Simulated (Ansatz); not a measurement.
Consider BN in the zinc blende structure (space group F-43m, No. 216; a = 3.610 Å). Axes: x, y, z lie along the cube axes.

Now apply this change: biaxial strain −0.50 %, plane normal [001], relaxed out of plane (Cartesian); in-plane vectors clamped, the third vector and the atoms free.

Calculations: Kohn–Sham DFT with the r2SCAN functional, run in Ansatz (an electronic-structure program) with PAW and 500 eV plane waves, without spin-orbit coupling.

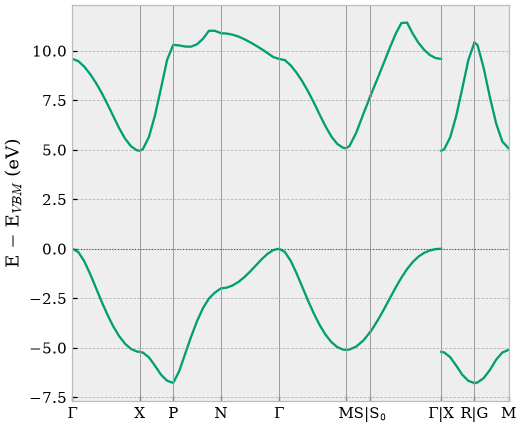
Highest valence and lowest conduction band along the path of the changed cell's own zone

From the figure, how large is the changed gap, and is it direct?

About 4.9 eV, indirect, Γ → X.

Whether these cells are dynamically stable was not tested. k-point labels follow each cell's own Brillouin zone.
